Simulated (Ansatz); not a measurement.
C2H6N2: several calculations on one system

Part 1: Relaxation

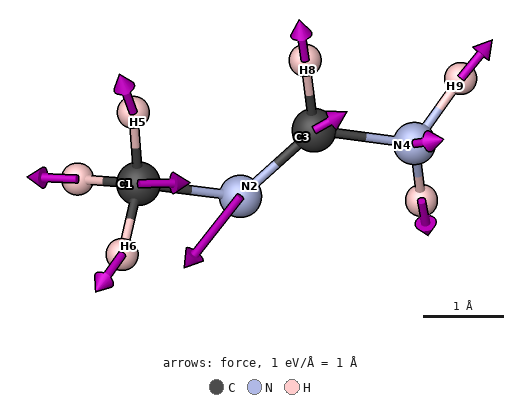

Starting geometry of C$_{2}$H$_{6}$N$_{2}$ with the computed forces as purple arrows. A ball-and-stick model, seen at a tilt.

The run prepares an end point of a later path (torsion) calculation, from a guessed geometry.

Method: RKS PBE-D4/def2-SVP (Ansatz). (no spin polarisation; force threshold 0.015 eV/Å; at most 40 steps)

### Is this structure relaxed? If not, where do the atoms go?

It isn't relaxed: the largest force vector, on an N atom, is 1.23 eV/Å. The final displacements follow the starting forces only in part (cosine between the two patterns 0.47). The largest move after the best rigid fit is that of an H atom, 0.072 Å. Largest moves by element: H 0.072 Å, N 0.044 Å, C 0.030 Å. Among the contacts that change: C–H 1.091 → 1.113 Å, C–N 1.261 → 1.280 Å, C–N 1.362 → 1.376 Å, H–N 1.005 → 1.019 Å. Among the angles between lasting bonds that change: H–C–H 107.8° → 105.8°. After 5 geometry steps the energy has fallen by 0.074 eV. The largest force component goes from 0.91 to 0.0065 eV/Å. Cost: 27 s on 1 thread of Arm Neoverse N1, on a shared host, peak memory 0.15 GiB.

Part 2: Relaxation

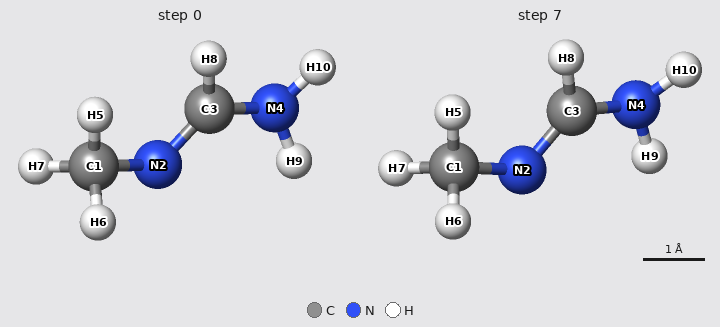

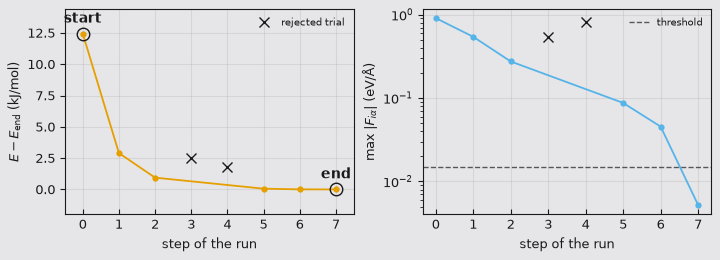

First and last geometry of a relaxation of C$_{2}$H$_{6}$N$_{2}$, with the history of the run. A ball-and-stick model, seen at a tilt.

The run prepares an end point of a later path (torsion) calculation, from a guessed geometry.

Level of theory: RKS PBE-D4/def2-SVP (Ansatz 0.2.0). Set-up: no spin polarisation; force threshold 0.015 eV/Å; at most 40 steps.

**Did the run converge, and what did it change?**

It converged. Over 5 accepted moves (7 points after the start) the energy falls by 12.4 kJ/mol. The largest force component goes from 0.91 to 0.0052 eV/Å. The line search rejected the trial steps at points 3, 4 of the run. The largest move after the best rigid fit is that of H9, 0.19 Å. Largest moves by element: H 0.19 Å, N 0.13 Å, C 0.06 Å. Among the contacts that change: C1–H6 1.092 → 1.113 Å, C1–H5 1.100 → 1.121 Å, N2–C3 1.261 → 1.280 Å, C3–N4 1.362 → 1.376 Å. Among the angles between lasting bonds that change: C3–N4–H10 115.1° → 118.1°, C3–N4–H9 118.3° → 115.7°, N2–C1–H7 108.6° → 110.6°. The run took 34 s on 1 thread of Arm Neoverse N1, with other jobs on the host, peak memory 0.25 GiB.

```json
{"step": "0", "E − E(0), kJ/mol": "0.00", "largest force component, eV/Å": "0.9099", "note": ""}
{"step": "1", "E − E(0), kJ/mol": "-9.54", "largest force component, eV/Å": "0.5429", "note": ""}
{"step": "2", "E − E(0), kJ/mol": "-11.50", "largest force component, eV/Å": "0.2747", "note": ""}
{"step": "3", "E − E(0), kJ/mol": "-9.92", "largest force component, eV/Å": "0.5349", "note": "rejected"}
{"step": "4", "E − E(0), kJ/mol": "-10.62", "largest force component, eV/Å": "0.8181", "note": "rejected"}
{"step": "5", "E − E(0), kJ/mol": "-12.38", "largest force component, eV/Å": "0.0874", "note": ""}
{"step": "6", "E − E(0), kJ/mol": "-12.43", "largest force component, eV/Å": "0.0454", "note": ""}
{"step": "7", "E − E(0), kJ/mol": "-12.44", "largest force component, eV/Å": "0.0052", "note": ""}
```

Part 3: Path

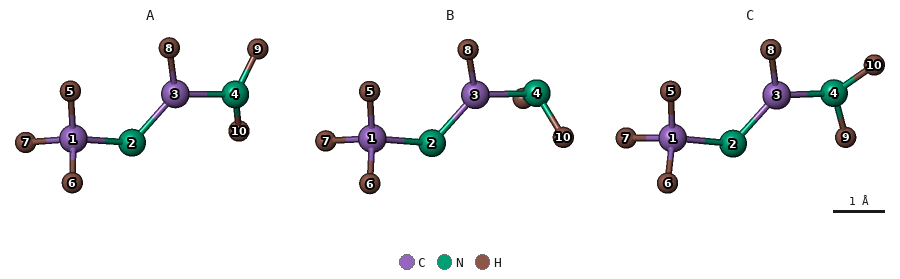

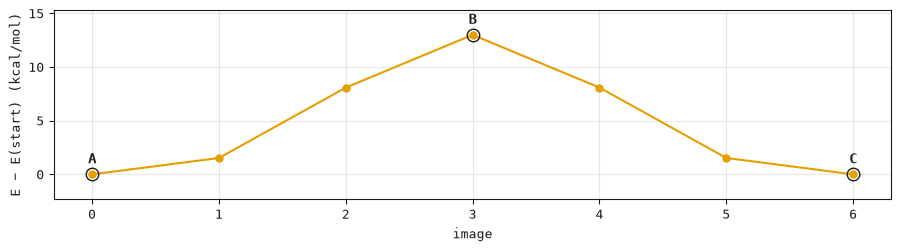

A nudged-elastic-band calculation for C2H6N2. Images are numbered from 0 (start) to 6 (end). Frames A to C are images 0, 3, 6. A ball-and-stick model, seen at a tilt.

All numbers below come from RKS PBE-D4/def2-SVP (Ansatz). Settings: 5 movable images; climbing image; force threshold 0.05 eV/Å; iteration limit 60; starting path by image-dependent pair potential.

### Read off the barrier and say what moves.

The barrier is about 13.0 kcal/mol in both directions, with image 3 at the top; the ends have the same energy. The motion is a rotation about the C3–N4 bond by about 165°. No bond forms or breaks between the ends. Bond angles that change up to the highest image, for instance: H9–N4–H10 116.0° → 103.4°, C3–N4–H9 118.1° → 107.7°. The band is converged. At the top, the vibrational analysis gives one imaginary mode (516i cm⁻¹), as a transition state must have.

The run took 2.5 min on 1 thread of Arm Neoverse N1, with other jobs on the host, peak memory 0.25 GiB.
